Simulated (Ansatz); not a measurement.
```xyz
6

Ge   -0.0113    0.0205   -0.2344
H     0.0248   -0.0425    2.5249
F     1.5761   -0.0184   -0.8911
H    -0.7255    1.2575   -0.8127
F    -0.7715   -1.3736   -0.8907
H    -0.0297    0.0504    3.2290
```

Not at a stationary point (largest force 1.6 eV/Å).

These are results of UHF/def2-SVP in Ansatz 0.2.0, not measurements.

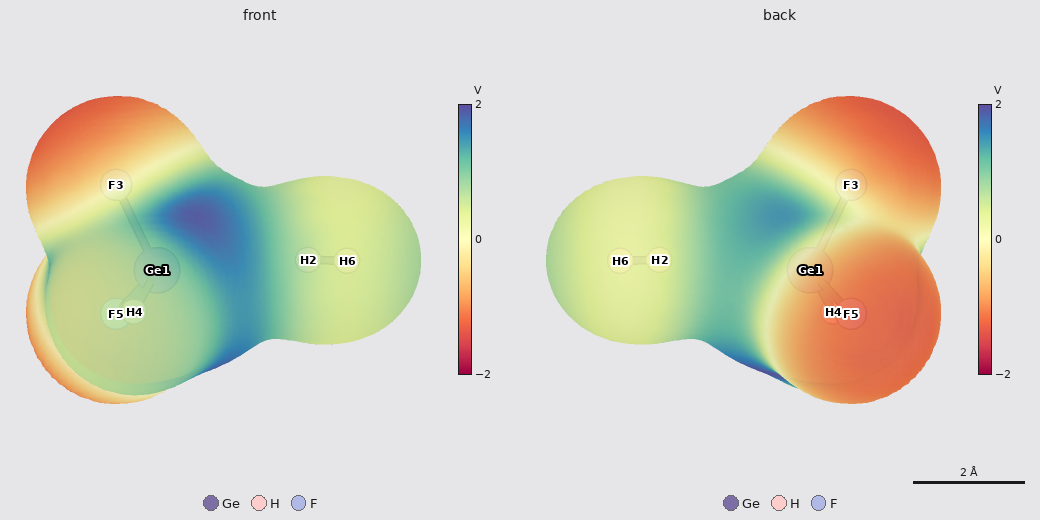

F2GeH···H2 (doublet). The electrostatic potential painted on the density surface at 0.001 e/bohr³, seen from the front and from behind; red is negative and blue positive.

### Which sites attract a positive test charge, and which a negative one?

A positive charge is drawn to the negative regions and a negative charge to the positive ones. The most negative region (about −1.3 V) lies over F3 and F5, the most positive (about +1.9 V) over Ge1.
